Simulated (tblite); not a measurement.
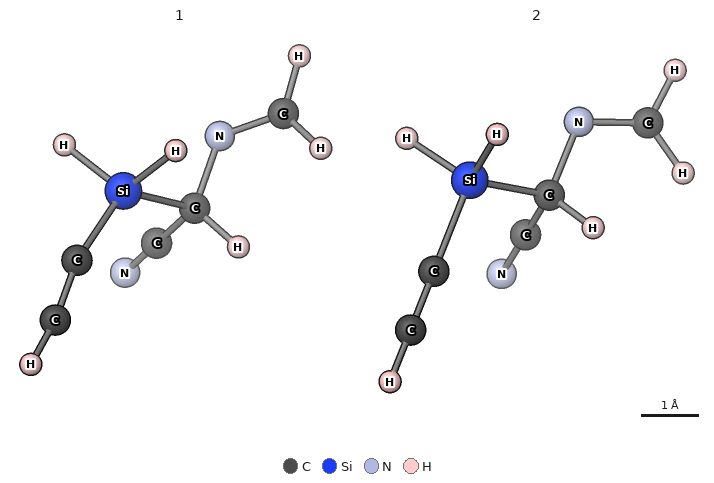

Two geometries of C$_{5}$H$_{6}$N$_{2}$Si (charge −1, multiplicity 2), drawn at one scale. One is the start of a relaxation, the other its converged end. Style: ball-and-stick. Shown from a free direction.

Method: tblite 0.8.0, GFN2-xTB geometry optimisation, gas phase. 

Question: Which one is relaxed?

Answer: Structure 1 is the relaxed one. An H atom moves most after the best rigid fit: 1.16 Å. By element the largest moves are H 1.16 Å, C 0.56 Å, N 0.48 Å, Si 0.34 Å. Among the contacts that change: C–N 1.466 → 1.153 Å, C–Si 1.908 → 2.024 Å, C–N 1.474 → 1.403 Å, C–C 1.460 → 1.415 Å. Bond angles that change, for instance: C–C–Si 179.0° → 161.7°, C–Si–C 111.5° → 128.6°, C–Si–H 109.5° → 97.9°. Groups turn about C–N by about 55°. Over 104 geometry steps the energy falls by 3.141 eV. The run took 0.62 s on 1 thread of Arm Neoverse V2, on a shared host.
